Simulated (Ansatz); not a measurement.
# C2H8BSi (SMILES CBC[SiH2]) (doublet): what the fields show

The calculation's input:

```
crystal:
  periodic: [false, false, false]
  atoms:
    - symbol: C
      position_ang: [-0.940795, 0.945521, -0.645937]
    - symbol: C
      position_ang: [0.016731, 2.064579, 1.670984]
    - symbol: B
      position_ang: [0.221472, 1.252840, 0.359236]
    - symbol: Si
      position_ang: [-0.316430, 0.639418, 2.876106]
    - symbol: H
      position_ang: [-0.956652, -0.110981, -0.963537]
    - symbol: H
      position_ang: [-1.947294, 1.237742, -0.307319]
    - symbol: H
      position_ang: [-0.723011, 1.512786, -1.572625]
    - symbol: H
      position_ang: [1.331654, 0.816193, 0.124857]
    - symbol: H
      position_ang: [-0.869142, 2.720861, 1.686155]
    - symbol: H
      position_ang: [0.909062, 2.590899, 2.045489]
    - symbol: H
      position_ang: [0.853563, -0.275906, 3.041293]
    - symbol: H
      position_ang: [-1.541830, -0.144248, 2.527870]
basis:
  gaussian: {orbitals: def2-TZVPD}
magnetization: {spin_polarized: true, initial_magnetization: 1}
hamiltonian: {xc: {name: PBE0}}
output: {forces: true, orbitals: {seedname: orbitals}}
```

Launched as:

```sh
ansatz run input.yaml --threads 2 --pin off --max-ram 4350MiB --events-out events.jsonl --progress --plain --runs-dir runs
```

Geometry: r2SCAN-D4/def2-SVP.

The calculation used Ansatz 0.2.0, isolated molecule in a Gaussian basis; Kohn-Sham density functional theory, functional PBE0.

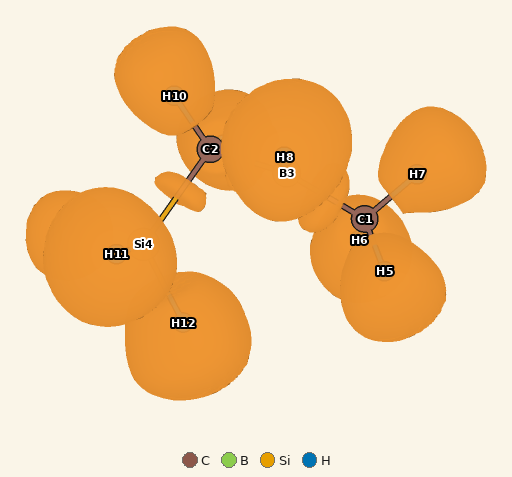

Figure 1. Isosurface of the electron localisation function at 0.85 (orange), seen across its widest extent. Core shells and regions of very low density are left out.

**Identify the bonds, lone pairs and shells in this picture.**

At this value the surface marks out two regions between bonded B–C atoms (shared pairs), one region between bonded C–Si atoms (shared pairs), eight regions around hydrogen nuclei and one lobe on Si, pointing away from the bonds (non-bonding electrons).


C–B (1.56 Å): the ELF peaks at about 0.95 between the atoms: a shared electron pair. C–Si (1.90 Å): the ELF peaks at about 0.95 between the atoms; a shared electron pair.

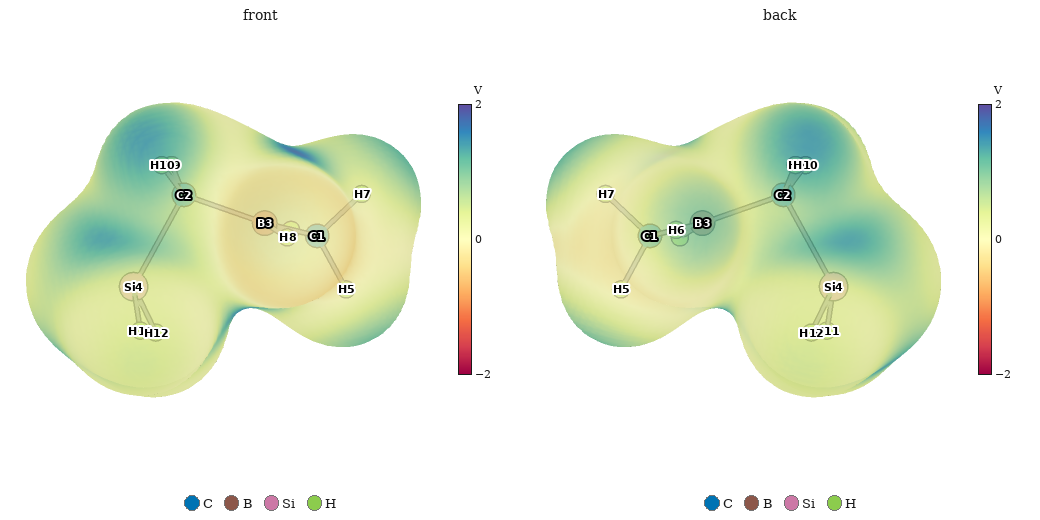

Figure 2. The electrostatic potential painted on the density surface at 0.004 e/bohr³, seen from the front and from behind; the colour scale runs from red (negative) to blue (positive).

**Which sites attract a positive test charge, and which a negative one?**

A positive charge is drawn to the negative regions and a negative charge to the positive ones. The most negative region (about −0.4 V, or −9 kcal/mol for a unit charge) lies over H8, the most positive (about +1.5 V, or +35 kcal/mol for a unit charge) over B3 and Si4.

**How polar is the molecule by this calculation?**

Its dipole moment is 0.76 D.

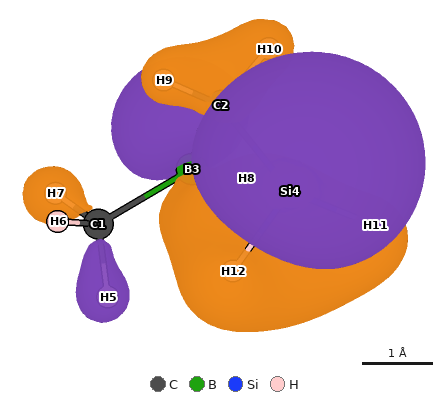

Figure 3. The LUMO (β) at ±0.08 Å⁻³ᐟ² (orange and purple are the two phases), seen at an oblique angle.

**What is the character of this orbital?**

By Hirshfeld shares it lies mainly on Si4 (about 60 %), B3 (about 15 %) and C2 (about 5 %). Its energy is −2.63 eV.

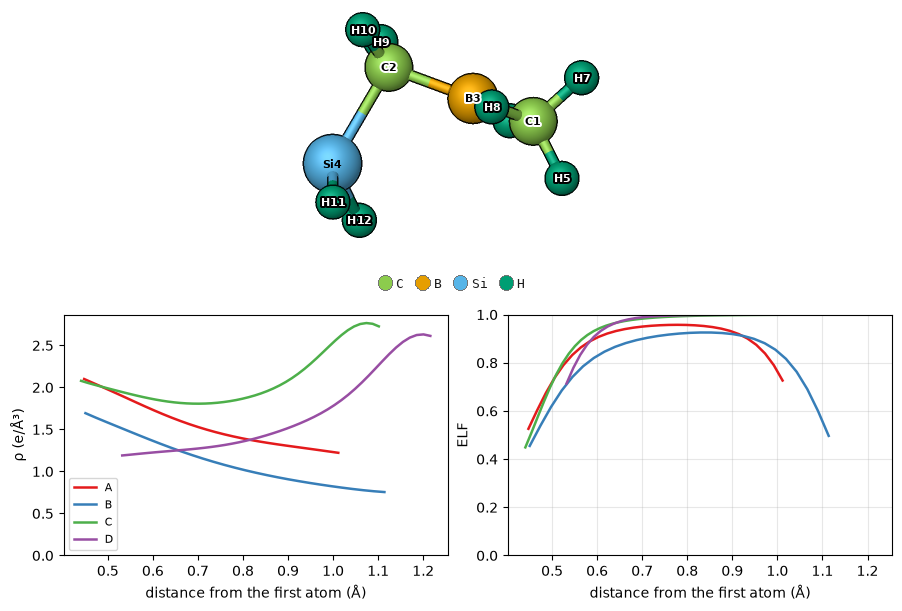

Figure 4. Total electron density and ELF along straight lines between neighbouring atoms. The curves leave out the atomic cores. The structure is drawn too.

**Which curve belongs to which contact (B–H, C–B, C–H and C–Si)? The first atom named is at distance zero.**

Curve A: C–B (1.56 Å): ρ at the midpoint is about 1.4 e/Å³; the ELF peaks at about 0.95 between the atoms (a covalent bond). Curve B: C–Si (1.90 Å): the density is about 0.86 e/Å³ at the midpoint; the ELF peaks at about 0.95 between the atoms (localised, covalent bonding). Curve C: C–H (1.10 Å): the density is about 1.9 e/Å³ at the midpoint; the ELF climbs to about 1 towards the hydrogen, as it does in any bond to H: a covalent bond by its length. Curve D: B–H (1.22 Å): ρ at the midpoint is about 1.2 e/Å³; the ELF climbs to about 1 towards the hydrogen: an ordinary covalent bond to hydrogen.
